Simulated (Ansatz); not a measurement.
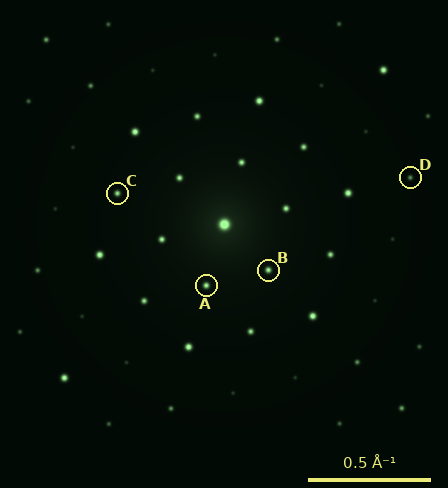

Kinematic zone-axis pattern, calculated for 200 keV electrons with B = 0.8 Å². The zone axis points towards the electron source and the pattern is seen from the source side.

TiO₃, space group P6_3/mmc (No. 194), a = 4.38 Å, c = 4.00 Å (hexagonal axes). Structure: coordinates from a relaxation with DFT PBE, scalar-relativistic, plane waves, PAW in Ansatz 0.2.0; the starting structure was generated, so it need not be a known form of this composition.

Spot A is indexed -1 0 0 and spot B 0 -1 0.

**What are the indices of the remaining marked spots?**

C = A − 2B = -1 2 0 (d = 2.188 Å). D = −3A + 3B = 3 -3 0 (d = 1.263 Å).

**Give [uvw].**

The cross product of A and B is parallel to [001]; every spot obeys hu + kv + lw = 0.
